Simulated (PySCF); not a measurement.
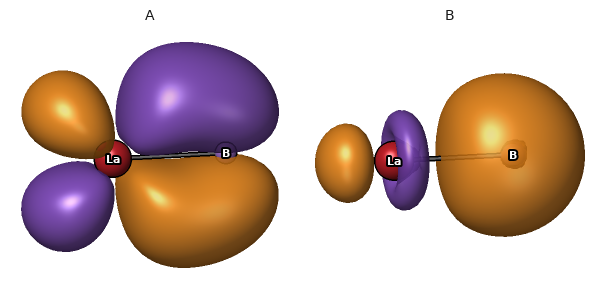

Figure. LaB (quintet). Two frontier β-spin orbitals, each drawn at the value that holds 80 % of its norm (orange and purple are the two phases), in no order; of a degenerate pair one member is drawn.

Core potentials replace the inner electrons of La.

The calculation used PySCF 2.14.0, PBE0/def2-TZVPP, non-relativistic Hamiltonian with scalar-relativistic core potentials where named, at a bond length of 2.370 Å.

Name the orbitals and rank them from lowest to highest energy.

Orbital B: σ, occupied in this spin, −7.96 eV; mainly on B (75 %).
Orbital A: π, empty in this spin, −1.77 eV; bonding, with no node between the atoms.
